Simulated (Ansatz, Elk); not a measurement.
# How BaHfP2 (model structure) absorbs and reflects light, part 2 of 2

Aim: the dielectric function of BaHfP2 (model structure), and the optical constants that follow from it. The structure is a model built here, which may or may not match a known phase. It was built so: All N replaced by P and Sr replaced by Ba in the R-3m structure of SrHfN2. The cell is first relaxed with Ansatz.

Elk 11.2.3 (patched build); DFT, PBE, all-electron APW+lo, Dirac cores, scalar-relativistic bands, independent-particle optical response without local fields.

So far: The structure; Relaxation.

### Step 3. Ground state

First the ground state: is it a metal or has it a gap?

This step: DFT, PBE, all-electron APW+lo, Dirac cores, scalar-relativistic bands, ground state (Elk 11.2.3 (patched build)).

File elk.in:

```
tasks
  0
  120

xctype
  20

nempty
  14

lorbcnd
  .true.

rgkmax
  7.0

swidth
  0.0018375

maxscl
  100

epsengy
  1e-05

sppath
  './'

avec
  3.746591854709 2.163095815828 13.624253889543
  -3.746591854709 2.163095815828 13.624253889543
  0.000000000000 -4.326191631751 13.624253889528

atoms
  3
  'Hf.in'
  1
  0.500000000000 0.500000000000 0.500000000000   0.000 0.000 0.000
  'Ba.in'
  1
  1.000000000000 1.000000000000 1.000000000000   0.000 0.000 0.000
  'P.in'
  2
  0.768192299200 0.768192299200 0.768192299200   0.000 0.000 0.000
  0.231807700800 0.231807700800 0.231807700800   0.000 0.000 0.000

ngridk
  9 9 9
```

Launch:

```console
> OMP_NUM_THREADS=4 elk
```

Numbers of over 12 decimals in the logs are rounded to 6 here.

The program printed:

```text
┌─────────────────────────┐
│ Elk code version 11.2.3 │
└─────────────────────────┘

All units are atomic (Hartree, Bohr, etc.)

┌─────────────────────────────────────────────────┐
│ Ground-state run starting from atomic densities │
└─────────────────────────────────────────────────┘

Lattice vectors :
   3.746591855       2.163095816       13.62425389
  -3.746591855       2.163095816       13.62425389
   0.000000000      -4.326191632       13.62425389

Reciprocal lattice vectors :
  0.8385201205      0.4841198173      0.1537254898
 -0.8385201205      0.4841198173      0.1537254898
  0.1477227240E-16 -0.9682396346      0.1537254898

Unit cell volume      :    662.4851083
Brillouin zone volume :   0.3744238328

Muffin-tin inner radius fraction :   0.1000000000E-01

Nuclei treated as point charges

Species : 1 (Hf)
 parameters loaded from : Hf.in
 name : hafnium
 nuclear charge    :   -72.00000000
 electronic charge :    72.00000000
 atomic mass :    325367.3659
 muffin-tin radius :    2.800000000
 number of radial points in muffin-tin :   1393
 inner part over the whole radius :   0.9942779402E-02
 number on inner part of muffin-tin    :    999
 approximate nuclear radius :   0.1000320365E-03
 number of mesh points to nuclear radius :    518
 atomic positions (lattice), magnetic fields (Cartesian) :
  1 :   0.00000000  0.00000000  0.00000000    0.00000000  0.00000000  0.00000000

Species : 2 (Ba)
 parameters loaded from : Ba.in
 name : barium
 nuclear charge    :   -56.00000000
 electronic charge :    56.00000000
 atomic mass :    250331.8071
 muffin-tin radius :    2.800000000
 number of radial points in muffin-tin :   1393
 inner part over the whole radius :   0.9950032293E-02
 number on inner part of muffin-tin    :    996
 approximate nuclear radius :   0.9171481901E-04
 number of mesh points to nuclear radius :    504
 atomic positions (lattice), magnetic fields (Cartesian) :
  1 :   0.50000000  0.50000000  0.50000000    0.00000000  0.00000000  0.00000000

Species : 3 (P)
 parameters loaded from : P.in
 name : phosphorus
 nuclear charge    :   -15.00000000
 electronic charge :    15.00000000
 atomic mass :    56461.71230
 muffin-tin radius :    2.200000000
 number of radial points in muffin-tin :    793
 inner part over the whole radius :   0.9987340520E-02
 number on inner part of muffin-tin    :    554
 approximate nuclear radius :   0.6081821256E-04
 number of mesh points to nuclear radius :    248
 atomic positions (lattice), magnetic fields (Cartesian) :
  1 :   0.26819230  0.26819230  0.26819230    0.00000000  0.00000000  0.00000000
  2 :  -0.26819230 -0.26819230 -0.26819230    0.00000000  0.00000000  0.00000000

Total number of atoms per unit cell :    4
Total muffin-tin volume :    273.1091214
 ratio of muffin-tin to unit cell volume :   0.4122494497

Spin treatment :
 spin-unpolarised

Number of Bravais lattice symmetries :   12
Number of crystal symmetries         :   12
Crystal has inversion symmetry
Real symmetric eigensolver will be used

k-point grid :      9     9     9
k-point offset :    0.000000000       0.000000000       0.000000000
k-point set is reduced with full crystal symmetry group
Total number of k-points :       85

Muffin-tin radius times maximum |G+k| :    7.000000000
 using average radius
Maximum |G+k| for APW functions       :    2.800000000
Maximum (1/2)|G+k|²                   :    3.920000000
Maximum |G| for potential and density :    12.00000000
Constant for pseudocharge density :    8
 order of it for each species :   15  15  15
 order of it for pair densities of each species (exact exchange by exxq0 0: 15) :   12  12   6
Radial integration step length :    1

G-vector grid sizes :     56    56    56
Number of G-vectors :    19349

Maximum angular momentum used for
 APW functions            :    8
 outer part of muffin-tin :    6
 inner part of muffin-tin :    2

Total nuclear charge    :   -158.0000000
Total core charge       :    102.0000000
Total valence charge    :    56.00000000
Total excess charge     :    0.000000000
Total electronic charge :    158.0000000

Effective Wigner radius, rₛ :    1.000330417

Number of empty states         :     56
Total number of valence states :     85
Total number of core states    :    102

Conduction state local-orbitals added automatically
Third-order local-orbitals added for an l without core states : F
Total number of local-orbitals :    251

Exchange-correlation functional :     20     0     0
 Perdew-Burke-Ernzerhof, Phys. Rev. Lett. 77, 3865 (1996)
 gradient requirement :    1
 generalised gradient approximation (GGA)

Smearing type :    3
 Fermi-Dirac
Smearing width :   0.1837500000E-02
Effective electronic temperature (K) :    580.2366081

Mixing type :    3
 Broyden mixing, J. Phys. A: Math. Gen. 17, L317 (1984)

Kohn-Sham potential initialised from atomic data

┌──────────────────────────────┐
│ Self-consistent loop started │
└──────────────────────────────┘

┌─────────────────┐
│ Loop number : 1 │
└─────────────────┘

Energies :
 Fermi                       :     0.126635
 sum of occupied eigenvalues :     -14635.809178625
 electron kinetic            :      26259.729345999
 core electron kinetic       :      25443.082719441
 Coulomb                     :     -49627.563470381
 Coulomb potential           :     -40176.542491685
 nuclear-nuclear             :     -1969.8589165160
 electron-nuclear            :     -55170.726283109
 Hartree                     :      7513.0217292443
 Madelung                    :     -29539.292224538
 xc potential                :     -718.99603293838
 exchange                    :     -546.05281638863
 correlation                 :     -8.560326
 electron entropic           :    -0.59070657659502E-04
 total energy                :     -23922.447325950

Density of states at Fermi energy :    5.458112759
 (states/Hartree/unit cell)

Estimated indirect band gap :   0.1630165875E-02
 from k-point 26 to k-point 52
Estimated direct band gap   :   0.6894904581E-02
 at k-point 1

Charges :
 core                        :    102.0000000
 valence                     :    56.00000000
 interstitial                :    7.179265758
 muffin-tins (core leakage)
  species : 1 (Hf)
   atom 1                    :    69.67278111     (  0.3155464157E-07)
  species : 2 (Ba)
   atom 1                    :    53.71370158     (  0.5165560331E-05)
  species : 3 (P)
   atom 1                    :    13.71712578     (  0.3108346197E-03)
   atom 2                    :    13.71712578     (  0.3108346197E-03)
 total in muffin-tins        :    150.8207342
 total calculated charge     :    157.9967576
 total charge                :    158.0000000
 error                       :   0.3242375604E-02

┌─────────────────┐
│ Loop number : 2 │
└─────────────────┘

Energies :
 Fermi                       :     0.127912
 sum of occupied eigenvalues :     -14635.847363591
 electron kinetic            :      26259.471958766
 core electron kinetic       :      25442.774744772
 Coulomb                     :     -49627.737091589
 Coulomb potential           :     -40176.167098190
 nuclear-nuclear             :     -1969.8589165160
 electron-nuclear            :     -55171.449164022
 Hartree                     :      7513.5709889489
 Madelung                    :     -29539.653542494
 xc potential                :     -719.15222416705
 exchange                    :     -546.05941892489
 correlation                 :     -8.560698
 electron entropic           :    -0.61230500727057E-04
 total energy                :     -23922.885311445

Density of states at Fermi energy :    5.658982413
 (states/Hartree/unit cell)

Estimated indirect band gap :   0.1095676218E-02
 from k-point 26 to k-point 52
Estimated direct band gap   :   0.6856461933E-02
 at k-point 1

Charges :
 core                        :    102.0000000
 valence                     :    56.00000000
 interstitial                :    7.179786652
 muffin-tins (core leakage)
  species : 1 (Hf)
   atom 1                    :    69.68717716     (  0.3076004162E-07)
  species : 2 (Ba)
   atom 1                    :    53.71349855     (  0.5164043451E-05)
  species : 3 (P)
   atom 1                    :    13.70976882     (  0.3111341147E-03)
   atom 2                    :    13.70976882     (  0.3111341147E-03)
 total in muffin-tins        :    150.8202133
 total calculated charge     :    157.9967597
 total charge                :    158.0000000
 error                       :   0.3240263327E-02

RMS change in Kohn-Sham potential (target) :   0.3822879634     (  0.1000000000E-05)
Absolute change in total energy (target)   :   0.4379854953     (  0.1000000000E-04)

[... 13 loops left out ...]

┌──────────────────┐
│ Loop number : 16 │
└──────────────────┘

Energies :
 Fermi                       :     0.257440
 sum of occupied eigenvalues :     -14623.010362742
 electron kinetic            :      26263.901241400
 core electron kinetic       :      25442.114425027
 Coulomb                     :     -49630.703282310
 Coulomb potential           :     -40162.385184470
 nuclear-nuclear             :     -1969.8589165160
 electron-nuclear            :     -55191.197736723
 Hartree                     :      7530.3533709284
 Madelung                    :     -29549.510690075
 xc potential                :     -724.52641967308
 exchange                    :     -546.19189143669
 correlation                 :     -8.574435
 electron entropic           :    -0.22016472526180E-03
 total energy                :     -23921.568587526

Density of states at Fermi energy :    20.53830205
 (states/Hartree/unit cell)

Estimated indirect band gap :   0.1809649225E-02
 from k-point 73 to k-point 76
Estimated direct band gap   :   0.1468633404E-01
 at k-point 26

Charges :
 core                        :    102.0000000
 valence                     :    56.00000000
 interstitial                :    7.170260642
 muffin-tins (core leakage)
  species : 1 (Hf)
   atom 1                    :    70.26788647     (  0.1013448525E-07)
  species : 2 (Ba)
   atom 1                    :    53.78072349     (  0.5089194694E-05)
  species : 3 (P)
   atom 1                    :    13.39056470     (  0.3140428652E-03)
   atom 2                    :    13.39056470     (  0.3140428652E-03)
 total in muffin-tins        :    150.8297394
 total calculated charge     :    157.9969848
 total charge                :    158.0000000
 error                       :   0.3015190192E-02

RMS change in Kohn-Sham potential (target) :   0.4336595589E-06 (  0.1000000000E-05)
Absolute change in total energy (target)   :   0.2797361958E-05 (  0.1000000000E-04)

Convergence targets achieved

┌──────────────────┐
│ Loop number : 17 │
└──────────────────┘

Energies :
 Fermi                       :     0.257440
 sum of occupied eigenvalues :     -14623.010379051
 electron kinetic            :      26263.901224208
 core electron kinetic       :      25442.114416389
 Coulomb                     :     -49630.703277188
 Coulomb potential           :     -40162.385190680
 nuclear-nuclear             :     -1969.8589165160
 electron-nuclear            :     -55191.197720622
 Hartree                     :      7530.3533599495
 Madelung                    :     -29549.510681848
 xc potential                :     -724.52641257924
 exchange                    :     -546.19189136814
 correlation                 :     -8.574435
 electron entropic           :    -0.22016466350375E-03
 total energy                :     -23921.568599509

Density of states at Fermi energy :    20.53829713
 (states/Hartree/unit cell)

Estimated indirect band gap :   0.1809636247E-02
 from k-point 73 to k-point 76
Estimated direct band gap   :   0.1468632451E-01
 at k-point 26

Charges :
 core                        :    102.0000000
 valence                     :    56.00000000
 interstitial                :    7.170260268
 muffin-tins (core leakage)
  species : 1 (Hf)
   atom 1                    :    70.26788639     (  0.1013462025E-07)
  species : 2 (Ba)
   atom 1                    :    53.78072347     (  0.5089194907E-05)
  species : 3 (P)
   atom 1                    :    13.39056494     (  0.3140428104E-03)
   atom 2                    :    13.39056494     (  0.3140428104E-03)
 total in muffin-tins        :    150.8297397
 total calculated charge     :    157.9969848
 total charge                :    158.0000000
 error                       :   0.3015190578E-02

┌──────────────────────────────┐
│ Self-consistent loop stopped │
└──────────────────────────────┘

Warning : core states of species 3 leak from the muffin-tin :   0.3140428104E-03

Wrote STATE.OUT
```

The job ended after 1.7 min (4 threads of Arm Neoverse N1, shared host; peak memory 0.29 GiB).

Numbers from this step:

- total energy: -23922 Ha
- Fermi energy: 7.005 eV
- DOS at the Fermi level: 0.7548 states/eV/cell

There are states at the Fermi level within the smearing, so the occupations stay smeared and the carriers get a Drude term.

### Step 4. Independent particles

With the density converged, the vertical transitions are summed over the zone.

This step: DFT, PBE, all-electron APW+lo, Dirac cores, scalar-relativistic bands, independent-particle optical response without local fields (Elk 11.2.3 (patched build)).

elk.in, as its differences from that of step 3:

```diff
@@ -1,4 +1,10 @@
 tasks
-  0
-  120
+  121
+
+optcomp
+  1 1
+  3 3
+
+intraband
+  .true.
 
@@ -17,9 +23,7 @@
 swidth
-  0.0018375
+  0.0036749
 
-maxscl
-  100
-
-epsengy
-  1e-05
+wplot
+  400 100 0
+  0.0 0.80849
```

Launch:

```console
> OMP_NUM_THREADS=4 elk
```

The program printed:

```text
┌─────────────────────────────────┐
│ Elk code version 11.2.3 started │
└─────────────────────────────────┘

Info(readinput): the functional depends on the density's gradient
 muffin-tin radial points multiplied by    2.00000
 (not where nrmtscf is given)

┌────────────────────┐
│ Current task : 121 │
└────────────────────┘

Info(findsymcrys): atomic basis shift (lattice) :
  0.5000000000      0.5000000000      0.5000000000
See GEOMETRY.OUT for new atomic positions

Info(dielectric):
 dielectric tensor written to EPSILON_ij.OUT
 optical conductivity written to SIGMA_ij.OUT
 plasma frequency written to PLASMA_ij.OUT
 for components
  i = 1, j = 1
  i = 3, j = 3

┌──────────────────┐
│ Elk code stopped │
└──────────────────┘
```

Wall time 15 s (4 threads); peak memory 0.07 GiB; 62 s of CPU time.

Read-outs, printed or worked out from the files:

* Drude plasma energy, first axis: 1.871 eV

The Im ε has structure finer than the step of the table below, so its rows give means over 2 eV, whole bins alone (the curve runs from 0.330 to 21.9 eV). Peaks (eV: height): E ∥ x 1.0: 25.4, 4.1: 10.9; E ∥ z 1.1: 19.1, 4.3: 10.8.

Sum at mesh points, not converged in k. Im ε against photon energy; means over each step:

```
photon energy (eV)  E ∥ x  E ∥ z
                 2   13.7   8.62
                 4   9.70   9.12
                 6   6.62   9.00
                 8   3.54   3.83
                10   1.63   1.41
                12   1.30   1.16
                14   1.50   1.03
                16   1.41   1.35
                18  0.995   1.15
                20  0.531  0.595
```

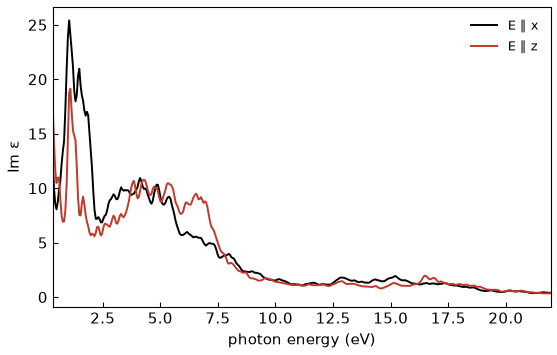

Im ε against photon energy.

Values under 1 per cm are given as 1; sum at mesh points, not converged in k. The absorption coefficient by photon energy:

```
photon energy (eV)  E ∥ x (1/cm)  E ∥ z (1/cm)
              0.99         2.3e5         1.6e5
              1.98         5.3e5         2.2e5
              3.03         5.1e5         3.8e5
              4.02         7.6e5         6.5e5
              5.01         1.1e6         9.3e5
              6.00         1.1e6         1.1e6
              6.99         1.3e6         1.8e6
              7.98         1.4e6         1.6e6
              9.02         1.3e6         1.4e6
             10.01         1.1e6         1.2e6
             11.00         9.4e5         1.0e6
             11.99         8.4e5         9.1e5
             12.98         1.1e6         1.1e6
             14.03         1.0e6         9.0e5
             15.02         1.3e6         9.0e5
             16.01         1.3e6         9.4e5
             17.00         1.4e6         1.6e6
             17.99         1.4e6         1.4e6
             18.98         1.2e6         1.5e6
             20.02         9.2e5         1.0e6
             21.01         9.0e5         9.7e5
```

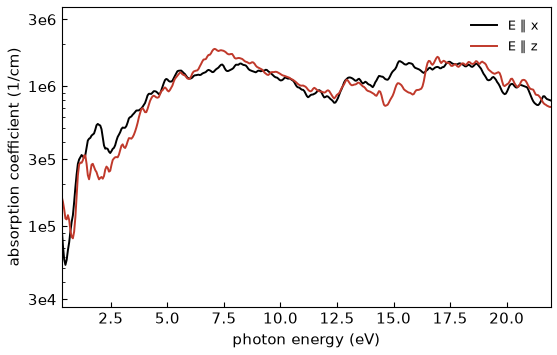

Absorption coefficient, plotted against photon energy.

The loss function −Im 1/ε at q → 0 has structure finer than the step of the table below, so its rows give means over 2 eV, whole bins alone (the curve runs from 0.330 to 21.9 eV). Peaks (eV: height): E ∥ x 11.2: 0.935, 19.8: 2.18, 21.1: 2.52; E ∥ z 14.5: 1.11, 19.9: 2.01, 21.6: 2.58.

Sum at mesh points, not converged in k. Table of loss function −Im 1/ε at q → 0 by energy loss; means over each step:

```
energy loss (eV)   E ∥ x   E ∥ z
               2  0.0709  0.0739
               4  0.0918  0.0770
               6   0.150   0.109
               8   0.235   0.157
              10   0.521   0.484
              12   0.741   0.845
              14   0.640   0.905
              16   0.723   0.648
              18   0.989   0.864
              20    1.86    1.67
```

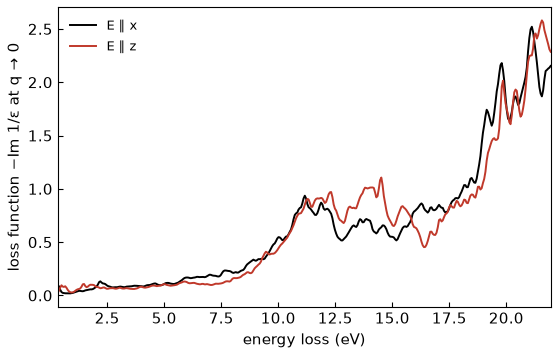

Loss function −Im 1/ε at q → 0, plotted against energy loss.

The reflectivity at normal incidence has structure finer than the step of the table below, so its rows give means over 2 eV, whole bins alone (the curve runs from 0.330 to 21.9 eV). Peaks (eV: height): E ∥ x 1.0: 52.8, 5.6: 45.7, 7.5: 44.1, 8.5: 45.0, 15.8: 22.1, 18.9: 28.9, 21.0: 19.2; E ∥ z 1.1: 48.1, 5.6: 41.9, 7.9: 58.0, 13.0: 18.7, 19.1: 27.2.

Sum at mesh points, not converged in k. Table of reflectivity at normal incidence by photon energy; means over each step:

```
photon energy (eV)  E ∥ x (%)  E ∥ z (%)
                 2       41.5       33.1
                 4       37.3       35.1
                 6       40.3       40.4
                 8       40.6       54.5
                10       33.1       39.3
                12       14.0       18.4
                14       13.9       13.1
                16       18.8       11.1
                18       22.7       20.1
                20       18.8       20.7
```

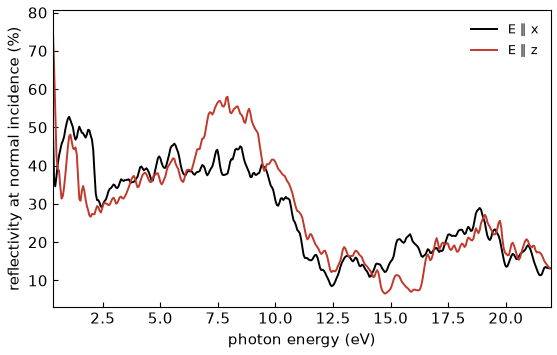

Reflectivity at normal incidence, plotted against photon energy.

Optical constants at common wavelengths, from n + ik = √ε:

```
wavelength (nm)   n x    k x  R (%) x   1/α x   n z    k z  R (%) z   1/α z
           1550  4.96  1.403     47.1   88 nm  3.39  1.022     33.3  121 nm
           1064  4.22  2.650     50.7   32 nm  3.45  2.407     46.1   35 nm
            532  2.40  1.517     30.7   28 nm  2.82  1.118     28.8   38 nm
            365  2.78  1.759     36.0   17 nm  3.00  1.226     31.4   24 nm
            308  2.72  1.879     37.3   13 nm  2.85  1.597     34.4   15 nm
            248  2.10  2.205     42.0  9.0 nm  2.39  1.843     35.8   11 nm
            193  1.49  1.846     38.0  8.3 nm  2.15  2.109     40.2  7.3 nm
```

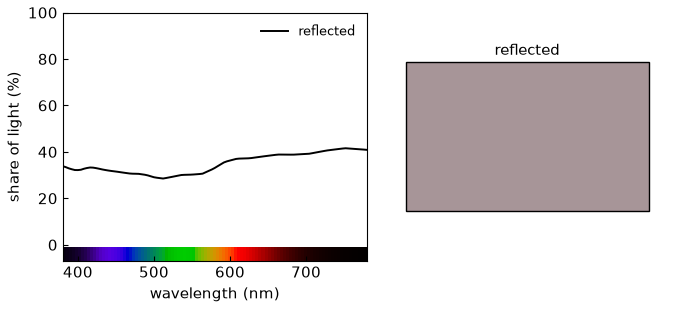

Light reflected across the visible range, with the colour that it makes of daylight (sRGB).

A polished face would reflect 32 % of daylight and look faintly pink-red (CIE x = 0.329, y = 0.324 under D65).

### Step 5. What came out

```yaml
drude_plasma_energy_first_axis: 1.87 eV
```

**Reading.** At this level (PBE, independent particles) BaHfP2 is a metal with a Drude plasma energy of 1.9 eV along x and 2.2 eV along z. The mesh is too coarse to trust the carriers' weight, the reflectivity or the colour to better than tens of per cent. The cell grew by 8.4 % in volume. Along x the bare Drude plasma energy is 1.9 eV; Re ε first rises through zero at 0.36 eV, far lower, because interband transitions screen the carriers. Im ε is 11 there, so the loss peak at that energy is weak. A polished face would reflect 32 % of daylight and look faintly pink-red (CIE x = 0.329, y = 0.324 under D65). The carriers' damping of 0.1 eV is typed, not computed; at 0.8 eV the carriers give 5 % of Im ε along the first axis; the rest comes from the sum over bands, which at low energy also holds close bands and the noise of the mesh. Spin-orbit coupling is left out although heavy atoms are present. The sum runs over mesh points 0.21 Å⁻¹ apart with no interpolation, so peaks are partly noise of the mesh, and the Drude plasma energy, a sum over the Fermi surface, isn't converged. Besides steps told in other documents, this task had 1 step that ran out of time; those not told in a step above aren't shown.

[Machine, clock and banner lines and Python warnings are left out of the logs.]

[Logs are printed without paths, hosts, clocks, repeated set-up lines and the standing remarks that a program may print on its own settings, such as how far it seeks lower states.]

[Hosts, paths, dates, database ids (printed as entryN), source tags and the programs' standing remarks are cut or masked in the printed files.]
